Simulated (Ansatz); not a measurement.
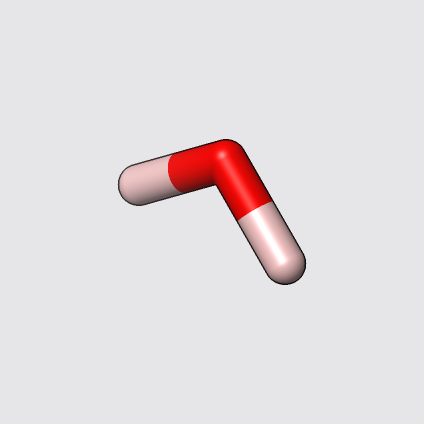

A stick model of a molecule. Every bond is drawn as one stick, whatever its order. Colours: hydrogen pink, oxygen red.

The computed structure is the end point of a PBE0-D4/def2-TZVP optimisation.

> Which formula does it have?

H2O, 3 atoms: 2 hydrogen and 1 oxygen.

> How many bonds of each kind are drawn?

2 O–H. Sticks follow a distance rule.

> Which point group does it belong to?

C2v.

The parts below concern this one geometry. Atoms keep their numbers from picture to picture.

Shape

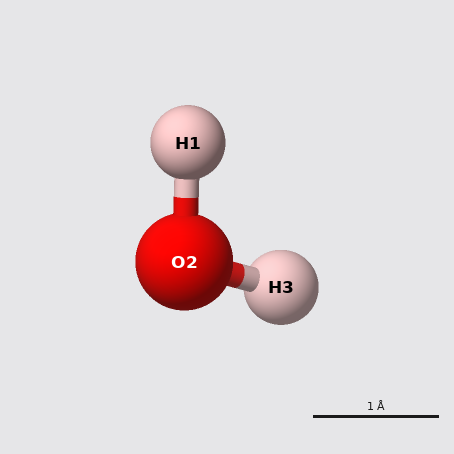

The atoms are numbered.

Give the bond lengths.

```json
{"bond": "H1–O2", "length (Å)": "0.960"}
{"bond": "O2–H3", "length (Å)": "0.960"}
```

Charges

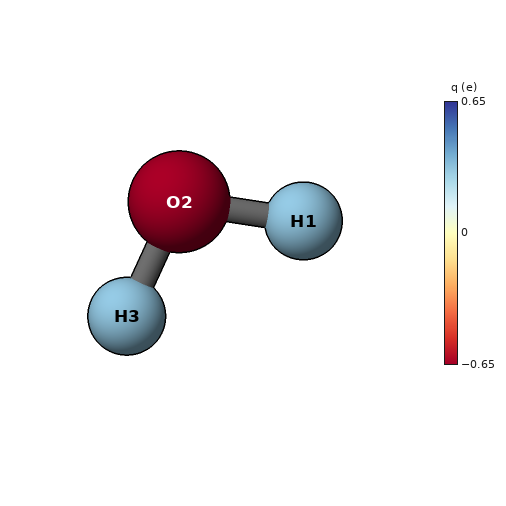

Atoms are coloured by their Mulliken charges. Properties computed with RKS PBE0-D4/def2-TZVP (Ansatz 0.2.0).

Give the Mulliken charges atom by atom.

```json
{"atom": "H1", "value (e)": "0.32"}
{"atom": "O2", "value (e)": "−0.65"}
{"atom": "H3", "value (e)": "0.32"}
```

Vibrations

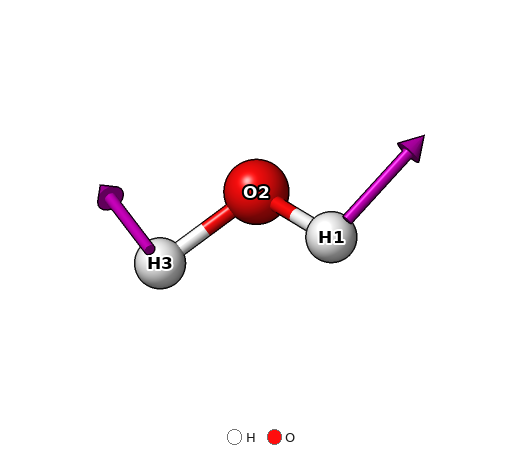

The arrows show one normal mode. Harmonic vibrations computed with RKS PBE0-D4/def2-TZVP (Ansatz 0.2.0) at a stationary point of the same level.

> Describe the motion.

Mostly H–O–H bending.

> At what wavenumber does it lie?

1623 cm⁻¹; it is mode 1 of 3 counted from the lowest.

Dipole moment

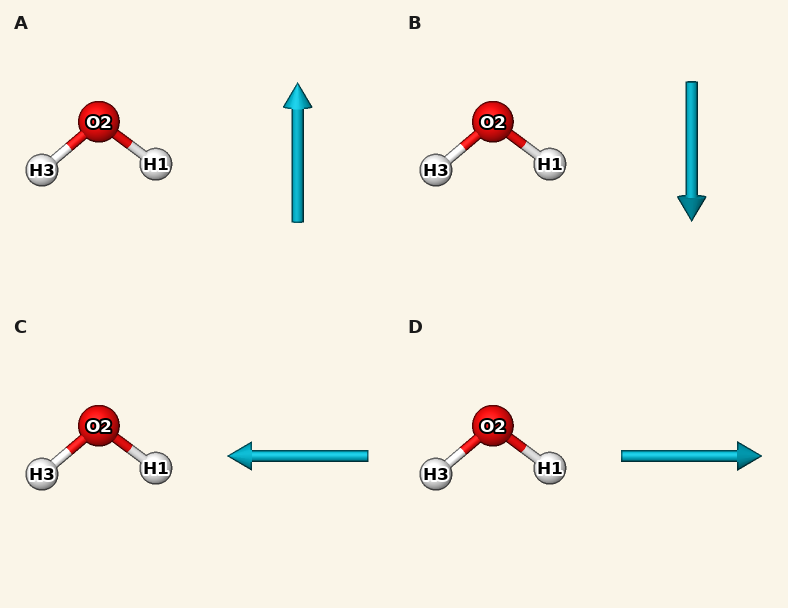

The same molecule four times, each with an arrow. Method: RKS PBE0-D4/def2-TZVP (Ansatz 0.2.0).

> Which arrow points along the dipole moment, from the negative to the positive end?

B. The dipole moment is 2.07 D; it points from the side of O2 to the side of H1, H3 (the outermost atoms at the two ends).

Mulliken values depend strongly on the basis set and can even reverse the polarity of a bond.
